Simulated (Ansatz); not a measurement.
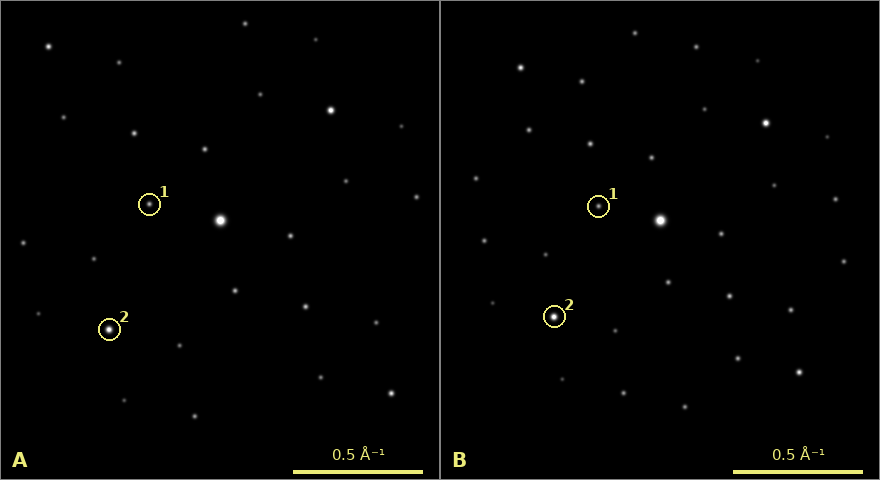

Kinematic electron diffraction patterns (300 kV, B = 0.5 Å², same scale) along [111] of the run's own cell, for the start and the end of one relaxation of CsH3Ir2 with DFT, PAW plane waves, r2scan in Ansatz. k mesh 5×5×5. The start is a generated model structure, and the relaxation ends in the nearest stationary point of its symmetry, not necessarily the ground state. Spot 1 is 0 -1 1 and spot 2 is 2 -2 0 in both.

Start structure:

```
CELL_PARAMETERS angstrom
0.00000 4.66457 0.00000
4.66457 0.00000 0.00000
2.33228 2.33228 -8.23335
ATOMIC_POSITIONS crystal
Cs 0.87500 0.12500 0.75000
Cs 0.12500 0.87500 0.25000
Ir 0.70600 0.45600 0.08800
Ir 0.45600 0.70600 0.58800
Ir 0.29400 0.54400 0.91200
Ir 0.54400 0.29400 0.41200
H 0.62500 0.37500 0.25000
H 0.37500 0.62500 0.75000
H 0.50000 0.50000 0.00000
H 0.50000 0.00000 0.50000
H 0.00000 0.50000 0.00000
H 0.50000 0.50000 0.50000
```

Question: Which pattern belongs to the start structure, and which to the relaxed one?

Answer: A is the start: its cell gives d(1) = 3.554 Å, d(2) = 1.649 Å and an angle of 57.4°. B is the relaxed structure, with d(1) = 4.091 Å (+15.1 %), d(2) = 1.791 Å (+8.6 %) and 55.2°.

Question: Name reflections whose intensity changes strongly on relaxation.

Answer: 1 2 -3 goes from 5.4 to 13 % of the strongest spot.

Question: Summarise the relaxation behind the change.

Answer: The volume changed by +49.1 % to 22.25 Å³ an atom; with the mean shift removed, the atoms moved by up to 0.09 Å relative to the cell (Ir most); the space group stayed I4_1/amd (No. 141); the free energy fell by 860 meV an atom. Relaxed cell: a = 5.065 Å, b = 5.065 Å, c = 11.009 Å, α = 76.70°, β = 76.70°, γ = 90.00°.
